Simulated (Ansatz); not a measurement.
# Nudged elastic band, with input and output: TaH₃Cl₃OF

TaH₃Cl₃OF, computed with RHF/def2-SVP (Ansatz 0.2.0).

It belongs to a series of runs on one base structure; here: band between the two ends.

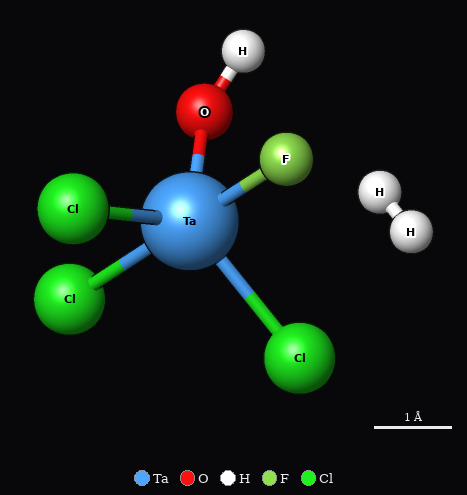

**Figure 1.** The structure as given in the input (ball-and-stick view, seen at a tilt). Sticks mark near contacts.

## The input
```yaml
crystal:
  periodic: [false, false, false]
  atoms:
    - { symbol: Ta, position_ang: [-0.183218, 0.41242, 0.006638] }
    - { symbol: O, position_ang: [1.663778, 0.315382, -0.080688] }
    - { symbol: H, position_ang: [2.38154, 0.157061, 0.518399] }
    - { symbol: F, position_ang: [-0.052825, 0.079116, 1.860626] }
    - { symbol: Cl, position_ang: [-0.356348, 0.822951, -2.301968] }
    - { symbol: Cl, position_ang: [-1.162375, 2.446932, 0.518445] }
    - { symbol: Cl, position_ang: [-1.425014, -1.534831, -0.172767] }
    - { symbol: H, position_ang: [1.745899, -3.340281, -0.795461] }
    - { symbol: H, position_ang: [2.329264, -2.935148, -1.026423] }
basis:
  gaussian: { orbitals: def2-SVP }
hamiltonian:
  xc: hf
neb:
  order_check: false
  images: 5
  f_tol: 0.03
  max_iterations: 56
  final_atoms:
    - { symbol: Ta, position_ang: [-0.24370193, -0.50128596, -0.13238874] }
    - { symbol: O, position_ang: [2.03598738, -0.24471619, -0.09758293] }
    - { symbol: H, position_ang: [2.46161457, 0.58178884, 0.09869692] }
    - { symbol: F, position_ang: [0.00527435, -1.11329262, 1.62547728] }
    - { symbol: Cl, position_ang: [-0.17150076, -0.11564549, -2.45829952] }
    - { symbol: Cl, position_ang: [0.08332183, 1.78163001, 0.46982237] }
    - { symbol: Cl, position_ang: [-2.46812254, -1.07321764, -0.10802349] }
    - { symbol: H, position_ang: [0.56716581, -1.97647577, -0.55824851] }
    - { symbol: H, position_ang: [2.67066229, -0.91518316, -0.31265239] }
  initial_path:
    images:
      - { positions_ang: [[-0.183218, 0.41242, 0.006638], [1.663778, 0.315382, -0.080688], [2.38154, 0.157061, 0.518399], [-0.052825, 0.079116, 1.860626], [-0.356348, 0.822951, -2.301968], [-1.162375, 2.446932, 0.518445], [-1.425014, -1.534831, -0.172767], [1.745899, -3.340281, -0.795461], [2.329264, -2.935148, -1.026423]] }
      - { positions_ang: [[-0.11993708, 0.27589758, 0.009256], [1.90115759, 0.20609974, -0.06758254], [2.49704045, -0.07820232, 0.59180627], [-0.01786149, 0.05100763, 1.88839738], [-0.25474201, 0.55302406, -2.35291258], [-1.17957504, 2.34787843, 0.36303302], [-1.36402184, -1.73258801, -0.10351277], [1.37531297, -2.80407931, -0.86007895], [2.10332746, -2.39543581, -0.94160484]] }
      - { positions_ang: [[-0.05665617, 0.13937515, 0.01187401], [2.13853717, 0.09681748, -0.05447708], [2.6125409, -0.31346563, 0.66521353], [0.01710202, 0.02289927, 1.91616877], [-0.15313602, 0.28309713, -2.40385715], [-1.19677509, 2.24882487, 0.20762104], [-1.30302968, -1.93034502, -0.03425854], [1.00472694, -2.26787762, -0.9246969], [1.87739093, -1.85572362, -0.85678668]] }
      - { positions_ang: [[0.00662475, 0.00285273, 0.01449201], [2.37591676, -0.01246479, -0.04137162], [2.72804134, -0.54872895, 0.7386208], [0.05206553, -0.0052091, 1.94394015], [-0.05153004, 0.01317019, -2.45480173], [-1.21397513, 2.1497713, 0.05220906], [-1.24203752, -2.12810202, 0.0349957], [0.63414091, -1.73167594, -0.98931486], [1.65145439, -1.31601143, -0.77196851]] }
      - { positions_ang: [[-0.07681748, -0.1651935, -0.03446824], [2.26260696, -0.08988192, -0.06010872], [2.63923242, -0.17188968, 0.52531284], [0.03646847, -0.37457027, 1.83778586], [-0.09152028, -0.02976837, -2.45596766], [-0.78154281, 2.02705754, 0.1914135], [-1.65073252, -1.7764739, -0.01267737], [0.61181588, -1.81327588, -0.84562607], [1.99119036, -1.18240201, -0.61886314]] }
      - { positions_ang: [[-0.1602597, -0.33323973, -0.08342849], [2.14929717, -0.16729906, -0.07884582], [2.55042349, 0.20494958, 0.31200488], [0.02087141, -0.74393145, 1.73163157], [-0.13151052, -0.07270693, -2.45713359], [-0.34911049, 1.90434377, 0.33061793], [-2.05942753, -1.42484577, -0.06035043], [0.58949084, -1.89487583, -0.70193729], [2.33092632, -1.04879259, -0.46575776]] }
      - { positions_ang: [[-0.24370193, -0.50128596, -0.13238874], [2.03598738, -0.24471619, -0.09758293], [2.46161457, 0.58178884, 0.09869692], [0.00527435, -1.11329262, 1.62547728], [-0.17150076, -0.11564549, -2.45829952], [0.08332183, 1.78163001, 0.46982237], [-2.46812254, -1.07321764, -0.10802349], [0.56716581, -1.97647577, -0.55824851], [2.67066229, -0.91518316, -0.31265239]] }
```

Run on 2 threads of AMD EPYC (Zen 3), 32 GiB of memory available, shared host.

Command:
```bash
ansatz run input.yaml --threads 2 --pin off --max-ram 3072MiB --backend cpu --events-out ev --progress --plain --runs-dir out
```

## Log
```
Engine: ansatz 0.2.0, x86_64-unknown-linux-gnu
Functional definition: HF
  exchange = exact_x
  correlation = 0
1306 factors; integrals over basis functions are off by at most 3.0e-4 eV
mean field evaluation 1: about -43820.0629 eV, gradient 5.6e1 eV
mean field evaluation 2: about -43820.2363 eV, gradient 5.7e1 eV
mean field evaluation 4: about -43827.0596 eV, gradient 3.2e0 eV
mean field evaluation 8: about -43827.1217 eV, gradient 4.0e-1 eV
mean field -43827.12262300 eV, -1610.6170493044 hartree, gradient 2.0e-5 eV, S^2 0.000000; 0 other end points of the search recorded, 0 dependent functions left out
the calculation of the forces begins
reference -43827.12262300 eV, -1610.6170493044 hartree; 42, 42 occupied and 87, 87 virtual orbitals, 1306 factors
1308 factors; integrals over basis functions are off by at most 1.2e-3 eV
mean field evaluation 16: about -43820.8036 eV, gradient 5.0e1 eV
mean field -43826.86156573 eV, -1610.6074556268 hartree, gradient 7.0e-5 eV, S^2 0.000000; 0 other end points of the search recorded, 0 dependent functions left out
[... from here on the field's lines of each further geometry are left out, up to the last ...]
NEB iter   1: max|band force component| = 3.389e1 eV/Å  barrier→ = 6.7822 eV  barrier← = 6.5211 eV  Δτ_max = 0.2000 Å  (289 SCF iters)
NEB iter   2: max|band force component| = 4.002e0 eV/Å  barrier→ = 3.0310 eV  barrier← = 2.7699 eV  Δτ_max = 0.2000 Å  (220 SCF iters)
NEB iter   3: max|band force component| = 2.350e0 eV/Å  barrier→ = 1.7191 eV  barrier← = 1.4580 eV  Δτ_max = 0.2000 Å  (205 SCF iters)
NEB iter   4: max|band force component| = 1.392e0 eV/Å  barrier→ = 1.4387 eV  barrier← = 1.1776 eV  Δτ_max = 0.1999 Å  (202 SCF iters)
NEB iter   5: max|band force component| = 3.717e0 eV/Å  barrier→ = 1.1948 eV  barrier← = 0.9338 eV  Δτ_max = 0.1017 Å  (210 SCF iters)
NEB iter   6: max|band force component| = 1.077e0 eV/Å  barrier→ = 1.0617 eV  barrier← = 0.8006 eV  Δτ_max = 0.1951 Å  (208 SCF iters)
NEB iter   7: max|band force component| = 5.432e-1 eV/Å  barrier→ = 0.8956 eV  barrier← = 0.6346 eV  Δτ_max = 0.1492 Å  (203 SCF iters)
NEB iter   8: max|band force component| = 7.923e-1 eV/Å  barrier→ = 0.9948 eV  barrier← = 0.7337 eV  CI = image 4  Δτ_max = 0.2000 Å  (207 SCF iters)
NEB iter   9: max|band force component| = 1.218e0 eV/Å  barrier→ = 1.3252 eV  barrier← = 1.0641 eV  CI = image 4  Δτ_max = 0.0990 Å  (200 SCF iters)
NEB iter  10: max|band force component| = 2.189e0 eV/Å  barrier→ = 1.4920 eV  barrier← = 1.2310 eV  CI = image 4  Δτ_max = 0.2000 Å  (206 SCF iters)
NEB iter  11: max|band force component| = 1.300e0 eV/Å  barrier→ = 1.7916 eV  barrier← = 1.5306 eV  CI = image 4  Δτ_max = 0.1621 Å  (202 SCF iters)
NEB iter  12: max|band force component| = 8.234e-1 eV/Å  barrier→ = 1.9017 eV  barrier← = 1.6406 eV  CI = image 4  Δτ_max = 0.1385 Å  (204 SCF iters)
NEB iter  13: max|band force component| = 1.116e0 eV/Å  barrier→ = 1.8860 eV  barrier← = 1.6250 eV  CI = image 4  Δτ_max = 0.0719 Å  (205 SCF iters)
NEB iter  14: max|band force component| = 2.987e-1 eV/Å  barrier→ = 1.8525 eV  barrier← = 1.5914 eV  CI = image 4  Δτ_max = 0.0371 Å  (206 SCF iters)
NEB iter  15: max|band force component| = 8.806e-2 eV/Å  barrier→ = 1.8454 eV  barrier← = 1.5843 eV  CI = image 4  Δτ_max = 0.0162 Å  (198 SCF iters)
NEB iter  16: max|band force component| = 4.947e-2 eV/Å  barrier→ = 1.8442 eV  barrier← = 1.5832 eV  CI = image 4  Δτ_max = 0.0405 Å  (195 SCF iters)
NEB iter  17: max|band force component| = 1.012e-1 eV/Å  barrier→ = 1.8443 eV  barrier← = 1.5833 eV  CI = image 4  Δτ_max = 0.0181 Å  (208 SCF iters)
the calculation of the forces begins
reference -43826.65356458 eV, -1610.5998117254 hartree; 42, 42 occupied and 87, 87 virtual orbitals, 1307 factors
1306 factors; integrals over basis functions are off by at most 1.4e-3 eV
mean field -43825.27935574 eV, -1610.5493104822 hartree, gradient 1.4e-5 eV, S^2 0.000000; 1 other end points of the search recorded, 0 dependent functions left out
the calculation of the forces begins
reference -43825.27935574 eV, -1610.5493104822 hartree; 42, 42 occupied and 87, 87 virtual orbitals, 1306 factors
NEB iter  18: max|band force component| = 2.459e-2 eV/Å  barrier→ = 1.8433 eV  barrier← = 1.5822 eV  CI = image 4  Δτ_max = 0.0000 Å  (397 SCF iters)
```

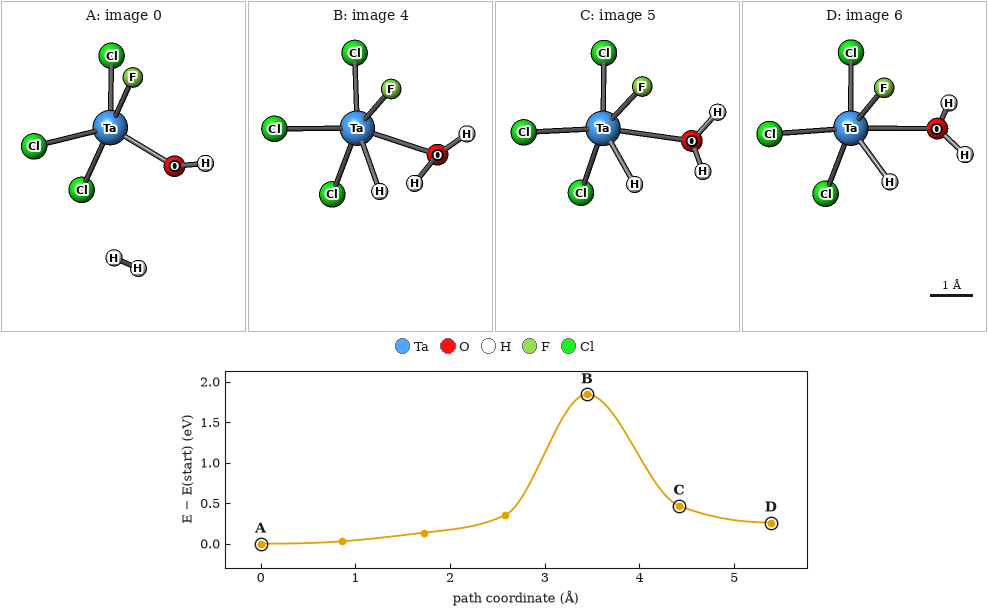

**Figure 2.** Images of the last band (counted from 0; ball-and-stick, seen at a tilt) above the energy along the path; the line is a cubic interpolation that uses the forces. The highest image is number 4, 1.843 eV above the start and 1.582 eV above the end (the climbing image); the end lies 0.261 eV above the start. The path is 5.39 Å long. The band converged in 18 iterations.

```
Total energy: -43825.27935574 eV, -1610.5493104822 hartree
Atom 0 at    -0.036529    -0.251925    -0.170107 Å, force     0.014015     0.018900    -0.000413 eV/Å
Atom 1 at     2.028409    -0.013778    -0.259832 Å, force    -0.010614     0.007595     0.011505 eV/Å
Atom 2 at     2.520144     0.120462     0.542947 Å, force     0.006767     0.003127    -0.004048 eV/Å
Atom 3 at     0.381152    -0.677752     1.617359 Å, force    -0.000088    -0.004225    -0.001148 eV/Å
Atom 4 at    -0.019111    -0.022552    -2.490394 Å, force    -0.001909     0.001459    -0.003441 eV/Å
Atom 5 at    -0.702369     1.908714     0.339837 Å, force     0.001973    -0.008919    -0.003606 eV/Å
Atom 6 at    -1.948183    -1.541189    -0.100867 Å, force    -0.007385    -0.003839     0.001207 eV/Å
Atom 7 at     0.987820    -1.889962    -0.521230 Å, force     0.000236    -0.007470     0.002184 eV/Å
Atom 8 at     1.729368    -1.208417    -0.430913 Å, force    -0.002997    -0.006628    -0.002239 eV/Å
Dipole moment:     0.459249    -0.049783     0.191424 e Å
this run last wrote the band of iteration 18 to [file]
```

## The last band as extended XYZ (Å, eV, eV/Å)
```
9
Properties=species:S:1:pos:R:3:forces:R:3 image=0 energy=-43827.12262
Ta   -0.1832    0.4124    0.0066    0.0239  -0.0069   0.0205
O     1.6638    0.3154   -0.0807   -0.0115   0.0074  -0.0111
H     2.3815    0.1571    0.5184   -0.0052  -0.0001  -0.0023
F    -0.0528    0.0791    1.8606   -0.0109  -0.0005  -0.0083
Cl   -0.3563    0.8230   -2.3020    0.0003  -0.0013   0.0046
Cl   -1.1624    2.4469    0.5184    0.0029  -0.0002  -0.0024
Cl   -1.4250   -1.5348   -0.1728    0.0003   0.0016  -0.0022
H     1.7459   -3.3403   -0.7955    0.0003   0.0023   0.0016
H     2.3293   -2.9351   -1.0264   -0.0001  -0.0023  -0.0005
9
Properties=species:S:1:pos:R:3:forces:R:3 image=1 energy=-43827.09364
Ta   -0.1002    0.2812   -0.0398   -0.0160   0.0115   0.0013
O     1.7553    0.3038   -0.1291    0.0047  -0.0141   0.0054
H     2.4514    0.1482    0.4963   -0.0123  -0.0085  -0.0067
F     0.0950   -0.1591    1.7865   -0.0167   0.0384   0.0129
Cl   -0.2437    0.6502   -2.3559   -0.0181   0.0295   0.0043
Cl   -1.0986    2.2796    0.5161   -0.0063   0.0147   0.0026
Cl   -1.4339   -1.6140   -0.2229    0.0199  -0.0024  -0.0035
H     1.4620   -2.9419   -0.6726    0.0231  -0.0361  -0.0058
H     2.0535   -2.5244   -0.8518    0.0217  -0.0330  -0.0105
9
Properties=species:S:1:pos:R:3:forces:R:3 image=2 energy=-43826.98694
Ta   -0.0278    0.1620   -0.0683   -0.0051   0.0332   0.0055
O     1.8222    0.4164   -0.1069   -0.0160   0.0057   0.0064
H     2.5352    0.2290    0.4887   -0.0069   0.0014  -0.0072
F     0.2661   -0.4978    1.6756   -0.0151   0.0407   0.0145
Cl   -0.0652    0.3399   -2.4064   -0.0146   0.0379   0.0102
Cl   -1.0217    2.1337    0.5061   -0.0229   0.0271   0.0068
Cl   -1.6237   -1.5517   -0.2084    0.0241  -0.0008  -0.0084
H     1.2333   -2.6211   -0.6053    0.0306  -0.0679  -0.0027
H     1.8223   -2.1870   -0.7483    0.0259  -0.0774  -0.0252
9
Properties=species:S:1:pos:R:3:forces:R:3 image=3 energy=-43826.76766
Ta    0.0426   -0.0194   -0.1230    0.0682   0.1868   0.0323
O     1.8876    0.3690   -0.1293   -0.1101   0.2627   0.0902
H     2.5699    0.2309    0.5132    0.0472   0.0636  -0.0315
F     0.3736   -0.7005    1.6060   -0.0026   0.0033  -0.0094
Cl    0.0114    0.0418   -2.4647    0.0253   0.0269   0.0191
Cl   -0.8937    1.9843    0.4065   -0.1109   0.0786   0.0267
Cl   -1.7615   -1.5489   -0.1474    0.1182   0.0299  -0.0167
H     1.0643   -2.2018   -0.5678    0.0557  -0.2251  -0.0180
H     1.6464   -1.7318   -0.5666   -0.0911  -0.4267  -0.0928
9
Properties=species:S:1:pos:R:3:forces:R:3 image=4 energy=-43825.27936
Ta   -0.0365   -0.2519   -0.1701    0.0140   0.0189  -0.0004
O     2.0284   -0.0138   -0.2598   -0.0106   0.0076   0.0115
H     2.5201    0.1205    0.5429    0.0068   0.0031  -0.0040
F     0.3812   -0.6778    1.6174   -0.0001  -0.0042  -0.0011
Cl   -0.0191   -0.0226   -2.4904   -0.0019   0.0015  -0.0034
Cl   -0.7024    1.9087    0.3398    0.0020  -0.0089  -0.0036
Cl   -1.9482   -1.5412   -0.1009   -0.0074  -0.0038   0.0012
H     0.9878   -1.8900   -0.5212    0.0002  -0.0075   0.0022
H     1.7294   -1.2084   -0.4309   -0.0030  -0.0066  -0.0022
9
Properties=species:S:1:pos:R:3:forces:R:3 image=5 energy=-43826.65357
Ta   -0.2170   -0.4190   -0.1753   -0.1101  -0.1125  -0.0058
O     2.0523   -0.1114   -0.2459    0.0290  -0.0230   0.0428
H     2.5034    0.2082    0.5280   -0.0394   0.1047  -0.0103
F     0.2792   -0.8058    1.6042   -0.0623  -0.0803  -0.0098
Cl   -0.1333   -0.0742   -2.4930   -0.0592  -0.0398  -0.0047
Cl   -0.2825    1.9024    0.3363    0.1752  -0.0328  -0.0172
Cl   -2.2777   -1.3867   -0.0459   -0.1593   0.0228   0.0152
H     0.6503   -1.9017   -0.5477   -0.1541  -0.0003  -0.0102
H     2.3660   -0.9882   -0.4338    0.3802   0.1613   0.0000
9
Properties=species:S:1:pos:R:3:forces:R:3 image=6 energy=-43826.86157
Ta   -0.2437   -0.5013   -0.1324   -0.0007   0.0034  -0.0035
O     2.0360   -0.2447   -0.0976    0.0002   0.0005   0.0007
H     2.4616    0.5818    0.0987   -0.0009   0.0006  -0.0004
F     0.0053   -1.1133    1.6255   -0.0003  -0.0010   0.0026
Cl   -0.1715   -0.1156   -2.4583    0.0005  -0.0003   0.0025
Cl    0.0833    1.7816    0.4698    0.0002  -0.0003   0.0001
Cl   -2.4681   -1.0732   -0.1080   -0.0005   0.0001  -0.0005
H     0.5672   -1.9765   -0.5582    0.0011  -0.0024   0.0001
H     2.6707   -0.9152   -0.3127    0.0004  -0.0006  -0.0016
```

## Summary

- outcome: converged
- barrier, forward: 1.843 eV
- barrier, backward: 1.582 eV
- wall time: 5.7 min (CPU time 11 min)
- peak memory: 0.36 GiB

## Notes

The order of the saddle point was not checked.
